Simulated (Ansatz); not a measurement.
# CH₅GeN: how energies converge with the basis set

Aim: see how fast density functionals converge with the basis set for CH₅GeN.

Method: one geometry, several basis sets; program: Ansatz 0.2.0, Gaussian basis.

Levels to be run: PBE0-D4/def2-SVP; ωB97M-V/def2-SVP; PBE0-D4/def2-QZVPP; ωB97M-V/def2-QZVPP; the functionals' def2-TZVPP values are taken from earlier runs.

**1. Structure used throughout**

All runs share one geometry, relaxed beforehand with PBE0-D4/def2-TZVP.

SMILES `[CH3][Ge][NH2]`, 8 atoms, charge 0, spin multiplicity 1.

Atoms are counted from 1 here; the program's logs count them from 0.

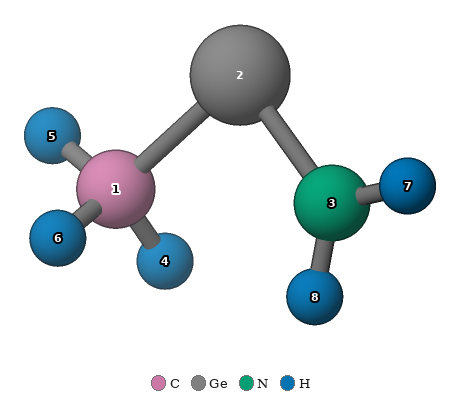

The geometry (carbon pink, germanium grey, nitrogen teal, hydrogen blue); atoms are numbered from 1 in the order of the file.

**2. PBE0-D4 in def2-SVP**

in.yaml

```yaml
crystal:
  periodic: [false, false, false]
  atoms:
    - {symbol: C, position_ang: [-0.661940, 0.861261, -0.597065]}
    - {symbol: Ge, position_ang: [1.191717, 0.622041, 0.118912]}
    - {symbol: N, position_ang: [0.922452, -1.068831, 0.733725]}
    - {symbol: H, position_ang: [-0.935736, 0.030513, -1.254252]}
    - {symbol: H, position_ang: [-0.759870, 1.794686, -1.153359]}
    - {symbol: H, position_ang: [-1.373346, 0.882748, 0.235157]}
    - {symbol: H, position_ang: [1.646563, -1.587998, 1.203184]}
    - {symbol: H, position_ang: [0.062460, -1.591520, 0.657898]}
basis:
  gaussian: {orbitals: def2-SVP}
hamiltonian: {xc: pbe0, dispersion: d4}
output: {orbitals: {seedname: orbitals}}
```

Started as:

```bash
$ ansatz run in.yaml --threads 2 --pin off --events-out ev --progress --plain --max-ram 20480MiB --backend cpu
```

After this run come: ωB97M-V in def2-SVP; PBE0-D4 in def2-QZVPP; ωB97M-V in def2-QZVPP.

Q: Predict the results of all the runs planned. Wanted: PBE0-D4: double and triple zeta above quadruple; ωB97M-V: double and triple zeta above quadruple.

**Answer**, as computed:

| quantity | value |
| --- | --- |
| PBE0-D4: double and triple zeta above quadruple | 11.61, 1.39 eV |
| ωB97M-V: double and triple zeta above quadruple | 11.70, 1.35 eV |

For PBE0-D4 the step from double to triple zeta gains 10.22 eV and the next only 1.39 eV. These are total energies; as a rule much of such shifts cancels in differences, which this series doesn't test.
